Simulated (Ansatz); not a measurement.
**AlClHNSi: density, localisation and related maps**

```xyz
5

Al    0.7063   -0.4427    0.3375
Cl   -0.6592   -0.9226    1.8824
N     0.1453    0.5918   -0.9888
Si   -0.3907    1.5141   -2.1507
H     2.1518   -1.0319    0.4487
```

Geometry: B3LYP-D3(BJ)/6-311G**.

The calculation used isolated molecule in a Gaussian basis; Kohn-Sham density functional theory, functional PBE0 (Ansatz 0.2.0).

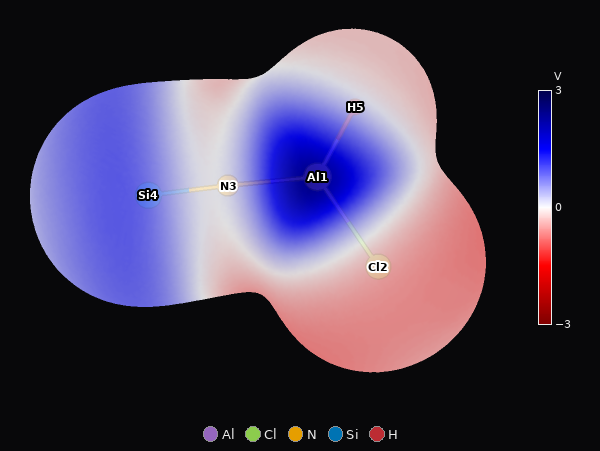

Figure 1. The molecular electrostatic potential painted on the density surface at 0.001 e/bohr³, seen across its widest extent; red is negative and blue positive.

Question: Which sites attract a positive test charge, and which a negative one?

Answer: A positive charge is drawn to the negative regions and a negative charge to the positive ones. The most negative region (about −0.7 V, or −16 kcal/mol for a unit charge) lies over Cl2, the most positive (about +2.3 V, or +53 kcal/mol for a unit charge) over Al1.

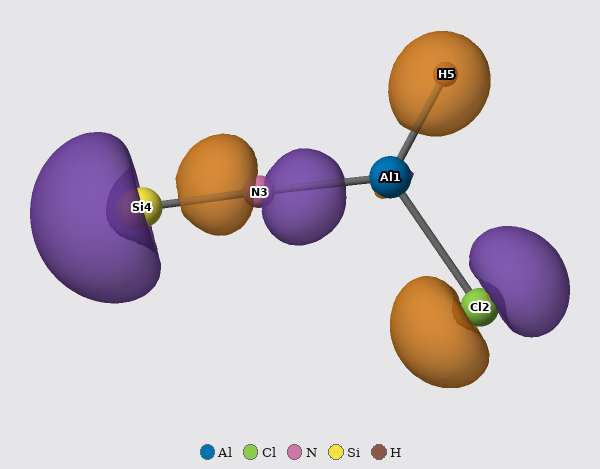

Figure 2. The HOMO−1 at ±0.15 Å⁻³ᐟ² (orange and purple are the two phases), seen across its widest extent.

Question: What is the character of this orbital?

Answer: It lies mainly on Si4 (about 40 %), Cl2 (about 25 %), N3 (about 15 %), H5 (about 10 %) and Al1 (about 10 %); it is symmetric in the molecular plane (an in-plane orbital: σ, lone-pair or in-plane π type). Its energy is −8.47 eV.

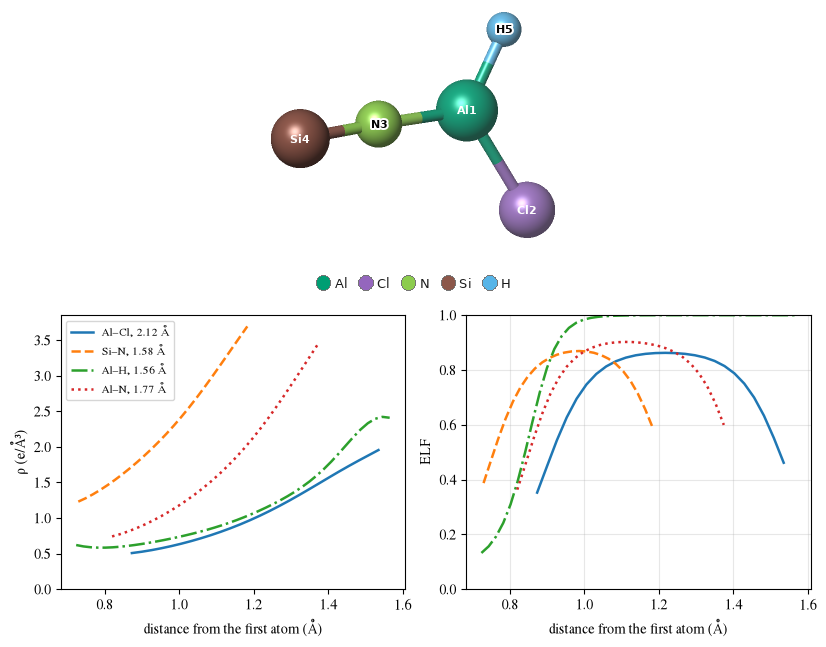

Figure 3. Electron density and ELF along straight lines between neighbouring atoms. The curves leave out the atomic cores. The structure is drawn too.

Question: Compare the contacts.

Answer: Al–Cl (2.12 Å): the density is about 0.71 e/Å³ at the midpoint; the ELF peaks at about 0.85 in the valence shell of Cl, 0.9 Å from its nucleus, and is about 0.80 at the midpoint.
Si–N (1.58 Å): ρ is about 1.4 e/Å³ halfway; the ELF peaks at about 0.85 between the atoms (a polar covalent bond).
Al–H (1.56 Å): ρ is about 0.58 e/Å³ halfway; the ELF climbs to about 1 towards the hydrogen.
Al–N (1.77 Å): ρ is about 0.86 e/Å³ halfway; the ELF peaks at about 0.90 in the valence shell of N, 0.7 Å from its nucleus, and is about 0.65 at the midpoint.
